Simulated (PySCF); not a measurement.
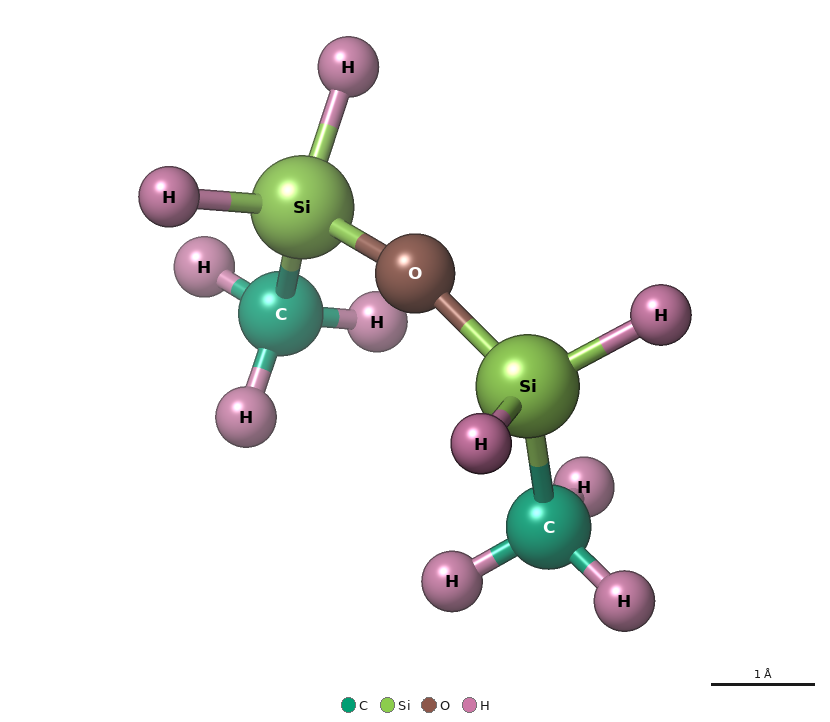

Distant atoms are faded towards the background colour. Computed geometry: PBE0-D3(BJ)/def2-TZVP optimisation. No frequency run is at hand to confirm it as a minimum. Masses are those of the most abundant isotopes; constants are for the rigid equilibrium geometry.

> Classify the rotor and give the rotational constants (GHz).

An asymmetric top (C2v): A = 5.04, B = 1.78, C = 1.38 GHz. Ray's parameter κ is −0.78, nearer the prolate limit.
